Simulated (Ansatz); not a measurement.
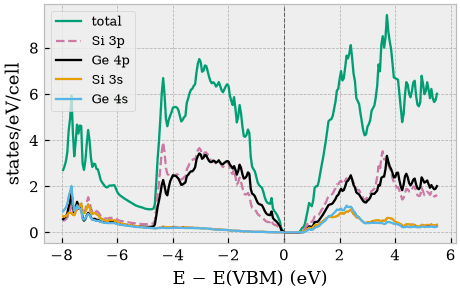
Figure: Total and projected density of states of SiGe in space group I-4m2 (No. 119; Pearson symbol tI20), the program Ansatz at the r²SCAN level (PAW)

Which orbitals carry the states next to the gap?

Top 1 eV of the valence band: Ge 4p 60 %, Si 3p 36 %. Bottom 1 eV of the conduction band: Si 3p 36 %, Ge 4p 23 %, Si 3s 16 %, Ge 4s 12 %, outside the projected shells 14 %. Projections are on Löwdin-orthogonalised atomic valence shells; empty p or d shells of many metals are not among them.

Where is the tallest occupied peak in this window, and what makes it?

Near -3.0 eV, about 7.5 states/eV per cell; the largest projected share is Si 3p.

The start of the workflow was typed in or built on a structure type; neither database checked (COD, Materials Project) lists it. Whether it is the stable phase at ambient conditions was not checked. Symmetry was held in the r²SCAN relaxation; its stability against distortions is not shown here. Scalar-relativistic: spin–orbit coupling is off unless named, which matters more the heavier the elements.

Potentials: the earlier of the program's two PAW sets.
